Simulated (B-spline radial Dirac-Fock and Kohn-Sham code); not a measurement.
Neutral La. Method: Dirac partial waves in the static Dirac–Fock field with Furness–McCarthy exchange, no polarisation or absorption (computed with a B-spline radial atomic code).

Before looking at the plot, say what to expect. Its caption: Differential cross section for elastic electron scattering against angle at 144 keV, computed at the marked angles.

At 144 keV the cross section is 1730 bohr²/sr at 0°, 4.9 × 10⁻⁵ at 90° and 9.7 × 10⁻⁶ at 180°, without a marked minimum on this grid; the integral is 0.638 bohr².

The computed plot:

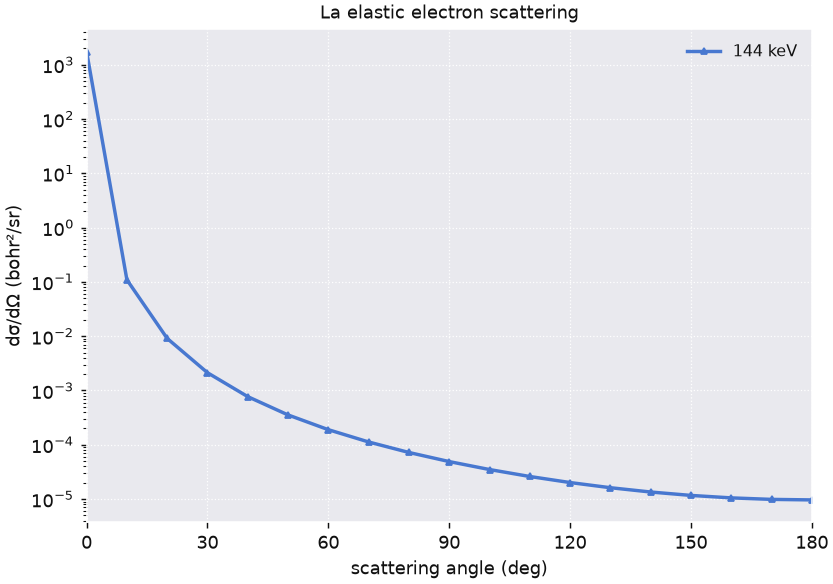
